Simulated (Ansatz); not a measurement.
# What Mg3SiO (built on the sites of a database entry of Ca3SnO) distorts into, part 2 of 2

Which phase does Mg3SiO (built on the sites of a database entry of Ca3SnO) fall into along its unstable mode, and how much energy does it gain?

Ansatz 0.2.0; DFT PBE, scalar-relativistic, plane waves, norm-conserving pseudopotentials.

So far, highest frequency on the path or at a solved wavevector (cm⁻¹): step 2 (phonons on a q mesh) 471. Also lowest frequency on the path (cm⁻¹): step 2 -58.9.

The structure was built from a prototype and need not be the compound's stable phase.

## (4) The mode frozen in, largest atomic shift 0.14 Å

The atoms are moved along the unstable eigenvector, the largest shift by 0.14 Å, with the cell fixed.

File input.yaml:

```yaml
crystal:
  lattice:
    - [4.2216622333, 4.2216622333, 0.0]
    - [4.2216622333, 0.0, 4.2216622333]
    - [4.2216622333, 0.0, -4.2216622333]
  atoms:
    - { symbol: Mg, position: [0.4765507177, 0.0234492823, 0.5] }
    - { symbol: Mg, position: [0.5234492823, 0.4765507177, 0.0] }
    - { symbol: Mg, position: [0.0, 0.5234492823, 0.0] }
    - { symbol: Mg, position: [0.0, -0.0234492823, 0.5] }
    - { symbol: Mg, position: [0.5234492823, 0.5, 0.5] }
    - { symbol: Mg, position: [0.4765507177, 0.0, 0.0] }
    - { symbol: Si, position: [0.0, 0.5, 0.5] }
    - { symbol: Si, position: [0.0, 0.0, 0.0] }
    - { symbol: O, position: [0.5, 0.25, 0.75] }
    - { symbol: O, position: [0.5, 0.75, 0.25] }
kpoints:
  mp_grid: { grid: [8, 8, 8] }
hamiltonian:
  xc: pbe
  pseudopotentials: { kind: nc }
scf:
  occupations: { method: methfessel_paxton, width: 0.2 }
output:
  forces: true
  stress: true
  eigenvalues: true
```

On the command line:

```sh
$ ansatz run input.yaml --threads 8 --pin off --max-ram 14336MiB --backend cpu --events-out ev --progress --plain --runs-dir out
```

Numbers of over 12 decimals in the logs are rounded to 6 here.

Log:

```text
[...]
Crystal: 10 atoms, lattice volume = 150.481 Å³
Basis set: ecut = 1240 eV, 15009 PW (Γ), exchange–correlation on 144×144×144 points (8 copies of the dense FFT grid, shifted against one another)
Bands: 50, of which v1, the nominal top of the filled ones, is band 40 counted from 1 (39 counted from 0)
Symmetry: 12 space group operations
[...]
k-points: 65 of 512
[...]
k-point 0: bands = [... 36 lower, 5.1153, 8.0331, 8.0331, 8.0580, 9.1240, 9.1240, 10.1754, 10.2182, ... 6 higher]
  k-point 1: bands = [... 36 lower, 5.4217, 7.5836, 7.6808, 7.6808, 9.6429, 9.6429, 9.9667, 10.2726, ... 6 higher]
  k-point 2: bands = [... 36 lower, 5.9611, 6.7986, 7.1611, 7.1611, 9.6802, 10.4450, 10.4450, 10.6396, ... 6 higher]
  k-point 64: bands = [... 36 lower, 6.0466, 7.0346, 7.6364, 8.4006, 9.0959, 10.8686, 11.0268, 11.3734, ... 6 higher]
[key lines of the parts left out:]
SCF converged after 9 iterations
Free energy (F): -10861.271839 eV
Fermi energy:    8.443850 eV
P = ⅓ Tr σ = 0.1582 GPa (1.582 kbar)
```

It took 8.2 s on 8 threads of AMD EPYC 9R14 (Zen 4), shared host; peak memory 2.5 GiB; 62 s of CPU time.

This step gave:

- pressure: 0.1582 GPa
- energy from the undistorted cell: -0.959 meV/atom

The energy, extrapolated to zero smearing, is -0.96 meV/atom against the undistorted cell.

The run ends at a pressure of 0.16 GPa, with forces up to 0.012 eV/Å.

## (5) Energy along the mode, all amplitudes (two of the runs are shown above)

An imaginary frequency means negative curvature, so the energy should fall and then rise again as anharmonic terms take over.

This step gave:

* depth at the lowest point sampled: 0.959 meV/atom
* largest atomic shift at that point: 0.14 Å

The energy from the parent by largest atomic shift:

| largest atomic shift (Å) | energy from the parent (meV/atom) |
| --- | --- |
| 0.000 | 0 |
| 0.040 | -0.113 |
| 0.080 | -0.416 |
| 0.140 | -0.959 |
| 0.220 | -0.674 |
| 0.320 | 5.29 |

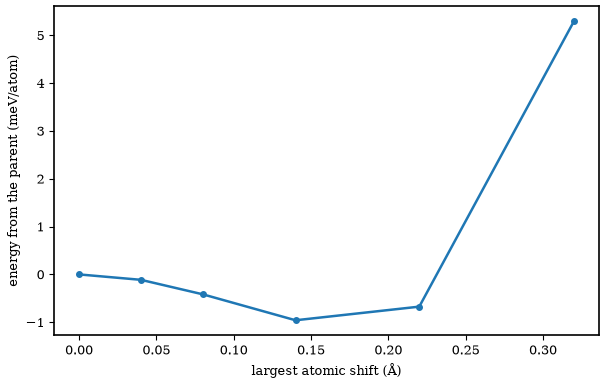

Energy from the parent, plotted against largest atomic shift.

Displacement at unit largest shift by atom:

| atom | x (Å) | y (Å) | z (Å) | size |
| --- | --- | --- | --- | --- |
| Mg1 | 0.000 | -0.707 | 0.707 | 1.000 |
| Mg2 | 0.000 | 0.707 | -0.707 | 1.000 |
| Mg3 | 0.707 | 0.000 | 0.707 | 1.000 |
| Mg4 | -0.707 | 0.000 | -0.707 | 1.000 |
| Mg5 | 0.707 | 0.707 | 0.000 | 1.000 |
| Mg6 | -0.707 | -0.707 | 0.000 | 1.000 |
| Si7 | 0.000 | 0.000 | 0.000 | 0.000 |
| Si8 | 0.000 | 0.000 | 0.000 | 0.000 |
| O9 | 0.000 | 0.000 | 0.000 | 0.000 |
| O10 | 0.000 | 0.000 | 0.000 | 0.000 |

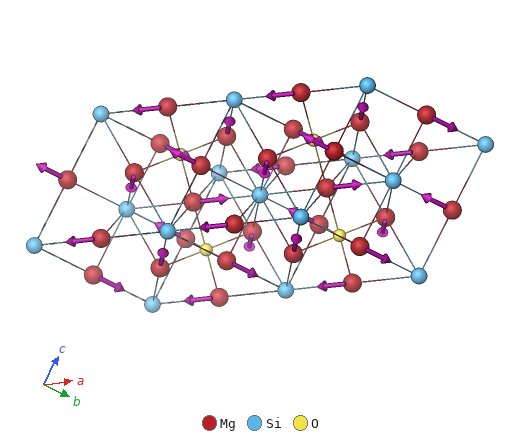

Displacement at unit largest shift as arrows, the longest 1.000 Å. 2×1×1 cells are drawn. Some periodic images of atoms are drawn too.

The lowest of the steps tried is at 0.14 Å, 0.959 meV/atom below the parent; the bottom of the well need not coincide with a step.

## (6) Relaxing from the distorted cell

Starting from the lowest point found, all atoms and the cell are let go, so that strain and other modes of the same symmetry can join in.

Edit input.yaml of step 4 so:

```diff
@@ -27 +27,6 @@
   eigenvalues: true
+relax:
+  adjacent_minimum: "off"
+  f_tol: 0.002
+  max_steps: 120
+  cell: { stress_tol: 0.03 }
```

Log:

```text
[...]
Crystal: 10 atoms, lattice volume = 150.481 Å³
Basis set: ecut = 1240 eV, 15009 PW (Γ), exchange–correlation on 144×144×144 points (8 copies of the dense FFT grid, shifted against one another)
Bands: 50, of which v1, the nominal top of the filled ones, is band 40 counted from 1 (39 counted from 0)
Symmetry: 12 space group operations
[...]
k-points: 65 of 512
[...]
SCF iter   1: F=—  HF=-10864.953266 eV  |F-HF|=—  |Δ(HF+E_count)|=         —  Δρ=9.52e-2  dr2=1.63e1  ethr=3.10e-3  ⟨swp⟩=8.6  Hψ=14227  notcnv=0
[...]
SCF iter   9: F=-10861.271839 eV  HF=-10861.271839 eV  |F-HF|=3.22e-9  |Δ(HF+E_count)|=   3.81e-8  S|Δr|=    0.00e0  Δρ=3.86e-6  dr2=1.44e-8  ethr=1.25e-10  ⟨swp⟩=14.4  Hψ=16662  notcnv=0
SCF 1 converged in 9 iterations: F = -10861.271839 eV  dr2 = 1.44e-8
relax step   1: F+E_penalty+E_count = -10861.27183928 eV  Δ(F+E_penalty+E_count) = +0.000e0 eV  max|allowed force component| = 8.328e-3 eV/Å  Δτ_max = 0.0000 Å  P = +0.158 GPa  Ω = 150.481 Å³  (9 SCF iters, dr2 threshold 1.00e-7 eV, accepted)
Crystal: 10 atoms, lattice volume = 150.652 Å³
Basis set: ecut = 1240 eV, 14967 PW (Γ), exchange–correlation on 144×144×144 points (8 copies of the dense FFT grid, shifted against one another)
[...]
SCF iter   5: F=-10861.273100 eV  HF=-10861.273100 eV  |F-HF|=2.29e-8  |Δ(HF+E_count)|=   3.23e-7  S|Δr|=    0.00e0  Δρ=1.15e-5  dr2=5.43e-8  ethr=3.95e-10  ⟨swp⟩=5.4  Hψ=14109  notcnv=0
SCF 2 converged in 5 iterations: F = -10861.273100 eV  dr2 = 5.43e-8
relax step   2: F+E_penalty+E_count = -10861.27310015 eV  Δ(F+E_penalty+E_count) = -1.261e-3 eV  max|allowed force component| = 1.212e-2 eV/Å  Δτ_max = 0.0036 Å  P = +0.069 GPa  Ω = 150.652 Å³  energy of the carried Pulay correction = -2.990e-5 eV  (5 SCF iters, dr2 threshold 3.16e-7 eV, accepted)
Crystal: 10 atoms, lattice volume = 150.768 Å³
Basis set: ecut = 1240 eV, 14979 PW (Γ), exchange–correlation on 144×144×144 points (8 copies of the dense FFT grid, shifted against one another)
[...]
SCF iter   5: F=-10861.273490 eV  HF=-10861.273490 eV  |F-HF|=2.55e-9  |Δ(HF+E_count)|=   1.48e-8  S|Δr|=    0.00e0  Δρ=2.44e-6  dr2=8.10e-9  ethr=1.04e-10  ⟨swp⟩=5.6  Hψ=11320  notcnv=0
SCF 3 converged in 5 iterations: F = -10861.273490 eV  dr2 = 8.10e-9
relax step   3: F+E_penalty+E_count = -10861.27349040 eV  Δ(F+E_penalty+E_count) = -3.902e-4 eV  max|allowed force component| = 1.149e-2 eV/Å  Δτ_max = 0.0035 Å  P = +0.014 GPa  Ω = 150.768 Å³  energy of the carried Pulay correction = -5.027e-5 eV  (5 SCF iters, dr2 threshold 8.28e-8 eV, accepted)
[...]
relax step   4: F+E_penalty+E_count = -10861.27607022 eV  Δ(F+E_penalty+E_count) = -2.580e-3 eV  max|allowed force component| = 1.018e-3 eV/Å  Δτ_max = 0.0505 Å  P = +0.144 GPa  Ω = 150.777 Å³  energy of the carried Pulay correction = -5.176e-5 eV  (7 SCF iters, dr2 threshold 1.41e-8 eV, accepted)
[...]
relax step   5: F+E_penalty+E_count = -10861.27614878 eV  Δ(F+E_penalty+E_count) = -7.856e-5 eV  max|allowed force component| = 2.464e-4 eV/Å  Δτ_max = 0.0008 Å  P = +0.005 GPa  Ω = 151.032 Å³  energy of the carried Pulay correction = -9.633e-5 eV  (5 SCF iters, dr2 threshold 5.71e-8 eV, accepted)
[...]
SCF iter   6: F=-10861.276258 eV  HF=-10861.276258 eV  |F-HF|=1.82e-12  |Δ(HF+E_count)|=  3.09e-11  S|Δr|=    0.00e0  Δρ=1.19e-7  dr2=3.72e-12  ethr=1.00e-12  ⟨swp⟩=5.8  Hψ=13733  notcnv=0
SCF 6 converged in 6 iterations: F = -10861.276258 eV  dr2 = 3.72e-12
relax step   6: F+E_penalty+E_count = -10861.27625758 eV  Δ(F+E_penalty+E_count) = -1.088e-4 eV  max|allowed force component| = 2.536e-4 eV/Å  Δτ_max = 0.0000 Å  P = +0.007 GPa  Ω = 151.032 Å³  stress off target by 9.20e-3 GPa  SCF on the basis re-selected at this cell (its energy is not comparable with the rows above)  (6 SCF iters)
basis re-selected at this cell: Δ(F+E_penalty+E_count) = -1.088e-4 eV, ΔP = +0.002 GPa vs the last step (what re-selecting the basis moved, of the pressure what is left beyond the Pulay correction that the steps carried, after the strain that the cell walked since its last selection, with what the two solves' SCF thresholds leave and, on support functions, any second-order correction that the steps lacked; it is no m [...]
SCF converged after 6 iterations
[...]
Free energy (F): -10861.276258 eV
[...]
Internal energy: -10861.277053 eV  (E = F + TS)
E sigma→0 (E₀):  -10861.276456 eV
Entropy (-TS):   0.000796 eV (0.080 meV/atom)
Fermi energy:    8.387525 eV
[...]
--- Forces (eV/Å), atoms counted from 1 ---
  atom   1  Mg     0.00000000     0.00025361    -0.00025361
  atom   2  Mg    -0.00000000    -0.00025361     0.00025361
  atom   3  Mg    -0.00025361    -0.00000000    -0.00025361
  atom   4  Mg     0.00025361     0.00000000     0.00025361
  atom   5  Mg    -0.00025361    -0.00025361     0.00000000
  atom   6  Mg     0.00025361     0.00025361    -0.00000000
  atom   7  Si     0.00000000    -0.00000000    -0.00000000
  atom   8  Si    -0.00000000     0.00000000     0.00000000
  atom   9  O      0.00000000    -0.00000000     0.00000000
  atom  10  O      0.00000000     0.00000000     0.00000000
  max |Σ_I F_I| component: 1.14e-18 eV/Å
--- Stress (GPa, compression-positive) ---
        0.006677       0.002525       0.002525
        0.002525       0.006677      -0.002525
        0.002525      -0.002525       0.006677
  P = ⅓ Tr σ = 0.0067 GPa (0.067 kbar)
--- Band table (eV; the first three rows and the last of 65) ---
  k-point 0: bands = [... 36 lower, 5.1093, 7.9640, 7.9640, 8.0253, 9.0689, 9.0689, 10.0881, 10.1362, ... 6 higher]
  k-point 1: bands = [... 36 lower, 5.4201, 7.5410, 7.6131, 7.6131, 9.5903, 9.5903, 10.0047, 10.1914, ... 6 higher]
  k-point 2: bands = [... 36 lower, 5.9595, 6.7458, 7.0967, 7.0967, 9.7158, 10.3651, 10.3651, 10.5974, ... 6 higher]
  k-point 64: bands = [... 36 lower, 6.0331, 6.9901, 7.5861, 8.3408, 9.0313, 10.7827, 10.9343, 11.3294, ... 6 higher]
--- Relaxed structure (5 steps of the walk, 5 accepted, 1 SCFs on fresh bases) ---
  F+E_penalty+E_count = -10861.27625758 eV   max|allowed force component| = 2.536e-4 eV/Å   (the final SCF, on the basis selected at the relaxed cell)
  cell:  # Å, volume = 151.0323 Å³
    - [4.240031, 4.240031, -3.469446951953614e-18]
    - [4.240031, 0.0, 4.240031]
    - [4.213682, 0.026349, -4.213682]
  atoms:
    - { symbol: Mg, position: [0.467038, 0.032962, 0.500000] }
    - { symbol: Mg, position: [0.532962, 0.467038, 5.551115123125783e-17] }
    - { symbol: Mg, position: [-4.336808689942018e-19, 0.532962, 0.0] }
    - { symbol: Mg, position: [1.3010426069826053e-18, -0.032962, 0.500000] }
    - { symbol: Mg, position: [0.532962, 0.500000, 0.500000] }
    - { symbol: Mg, position: [0.467038, 1.6122949491706983e-19, -1.63258610321237e-19] }
    - { symbol: Si, position: [2.320870275476783e-19, 0.500000, 0.5] }
    - { symbol: Si, position: [0, 0, 0] }
    - { symbol: O, position: [0.500000, 0.250000, 0.750000] }
    - { symbol: O, position: [0.5, 0.75, 0.250000] }
```

Wall time 49 s (8 threads); peak memory 2.5 GiB; 6.2 min of CPU time.

Step by step:

| step | energy less that of the first step (eV) | largest force component (eV/Å) | pressure (GPa) | volume (Å³) |
| --- | --- | --- | --- | --- |
| 1 | 0.0000 | 0.0083 | 0.16 | 150.48 |
| 2 | -0.0013 | 0.0121 | 0.07 | 150.65 |
| 3 | -0.0017 | 0.0115 | 0.01 | 150.77 |
| 4 | -0.0042 | 0.0010 | 0.14 | 150.78 |
| 5 | -0.0043 | 0.0002 | 0.01 | 151.03 |
| 6* | -0.0044 | 0.0003 | 0.01 | 151.03 |

Relaxation steps marked * repeat the geometry before them on a plane-wave basis chosen anew for their cell, so energy and pressure can jump there.

Forces are held to the 12 operations that the run works with; a distortion that breaks them can't arise in this run.

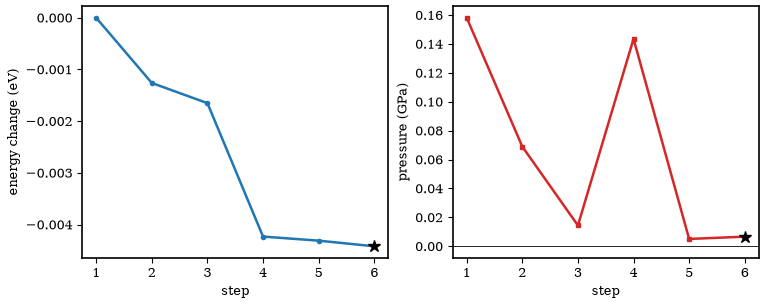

Energy and pressure along the relaxation. Stars mark steps on a basis chosen anew.

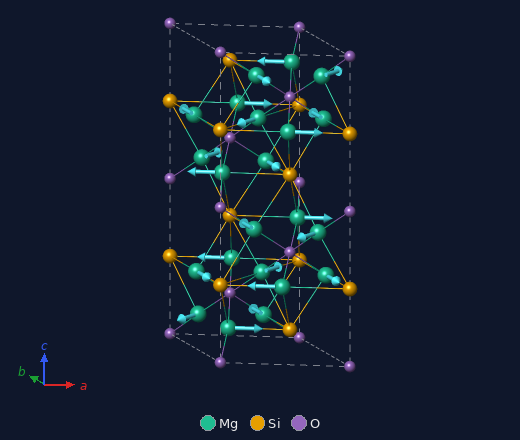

Displacements in the relaxation, exaggerated, measured against the changing cell; the longest in the cell stands for 0.06 Å. Bonds to atoms that aren't drawn are left out. Some periodic images of atoms are drawn too.

| conventional cell, symmetrised | before | after | change |
| --- | --- | --- | --- |
| a (Å) | 5.970 | 5.996 | +0.4 % |
| b (Å) | 5.970 | 5.996 | +0.4 % |
| c (Å) | 14.624 | 14.551 | -0.5 % |
| volume (Å³/atom) | 15.05 | 15.10 | +0.4 % |

The atoms that moved most (Å, as changes of fractional coordinates times the final cell):

| atom | dx | dy | dz | length |
| --- | --- | --- | --- | --- |
| Mg5 | 0.040 | 0.040 | 0.000 | 0.057 |
| Mg6 | -0.040 | -0.040 | 0.000 | 0.057 |
| Mg1 | 0.000 | -0.040 | 0.040 | 0.057 |
| Mg4 | -0.040 | 0.000 | -0.040 | 0.057 |
| Mg2 | 0.000 | 0.040 | -0.040 | 0.057 |
| Mg3 | 0.040 | 0.000 | 0.040 | 0.057 |

Final coordinates:

```xyz
10
Lattice="4.2400 4.2400 0.0000 4.2400 0.0000 4.2400 4.2137 0.0263 -4.2137" Properties=species:S:1:pos:R:3 pbc="T T T"
Mg    4.2269    1.9934   -1.9671
Mg    4.2400    2.2598    1.9803
Mg    2.2598    0.0000    2.2598
Mg    1.9671    0.0132   -2.2466
Mg    6.4866    2.2729    0.0132
Mg    1.9803    1.9803    0.0000
Si    4.2269    0.0132    0.0132
Si    0.0000    0.0000    0.0000
O     6.3403    2.1398   -2.1003
O     6.3535    2.1266    2.1266
```

This step gave:

| Property | Result |
| --- | --- |
| pressure | 0.006677 GPa |
| volume per atom | 15.10 Å³ |

The distorted start has space group R-3c; the relaxation ends in R-3c.

## (7) Summary of results

```yaml
unstable_mode_of_the_parent: q = (-0.5, -0.5, -0.5), 52i cm⁻¹
depth_at_the_lowest_point_sampled: 0.959 meV/atom
largest_atomic_shift_at_that_point: 0.14 Å
space_group_reached_within_0p01_a: R-3c
energy_gained_over_the_parent_first_relaxation_on_the_mesh_of_the_frozen_mode: 1.40 meV/atom
volume_per_atom_phase_reached: 15.1 Å³
```

Along this mode the structure falls into R-3c, 1.40 meV/atom below the parent. At the parent's cell the well is 0.959 meV/atom deep on the steps tried, with its lowest point at a shift of 0.14 Å. Relaxing atoms and cell changes the gain by +0.44 meV/atom against the lowest step (energies at zero smearing). The modes of the phase reached were not computed on this path. How so shallow a well moves with the k mesh was not tested. Of the 4 patterns followed to their end from this parent, this one ends 1.27 meV/atom above the lowest, P4/mbm. Another end point lies within 1 meV/atom; how such a difference moves with mesh and cutoff was not tested. Each path keeps the symmetry of its pattern, so a lower phase may lie along a pattern not tried. With no gap, or one that is small against the smearing, the frequencies hang on the k mesh and the smearing, most of all near Kohn anomalies. The starting cell was built on a prototype and not taken from a measurement, so the phase need not exist.

[Logs are printed without paths, hosts, clocks, repeated set-up lines and the standing remarks that a program may print on its own settings, such as how far it seeks lower states.]

[Hosts, paths, dates, database ids (printed as entryN), source tags and the programs' standing remarks are cut or masked in the printed files.]
